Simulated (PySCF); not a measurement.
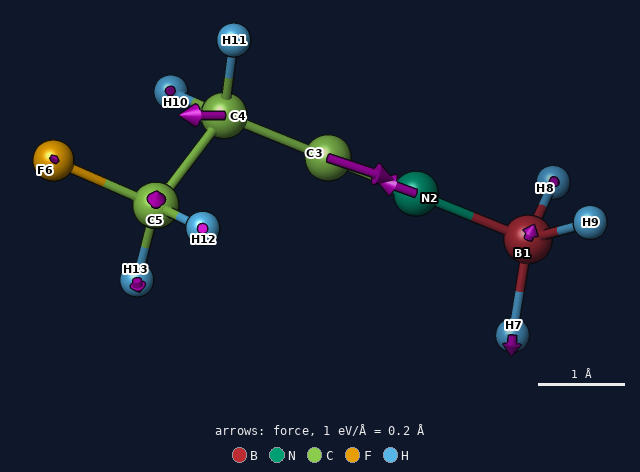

Starting geometry of C3H7BFN with the computed forces as purple arrows. Style: ball-and-stick. Shown at a tilt.

The start comes from GFN2-xTB. Its atoms were then displaced at random by about 0.01 Å.

Computed with PBE0-D3(BJ)/def2-SVP geometry optimisation, gas phase in PySCF 2.14.0, density-fitted response routines. 

Question: What follows when this structure is relaxed?

Answer: It isn't relaxed: the largest force vector, on C3, is 4.34 eV/Å. The final displacements follow the starting forces only in part (cosine between the two patterns 0.45). C4 moves most after the best rigid fit: 0.070 Å. Largest moves by element: C 0.070 Å, H 0.065 Å, B 0.032 Å, F 0.031 Å, N 0.023 Å. Near-neighbour distances that change, for instance: C3–C4 1.386 → 1.449 Å, B1–H7 1.168 → 1.224 Å, B1–N2 1.490 → 1.530 Å, C4–C5 1.557 → 1.527 Å. Among the angles between lasting bonds that change: C3–C4–H11 112.0° → 108.8°, F6–C5–H13 106.5° → 109.5°, C5–C4–H10 106.6° → 109.6°. After 6 geometry steps the energy has fallen by 0.215 eV.
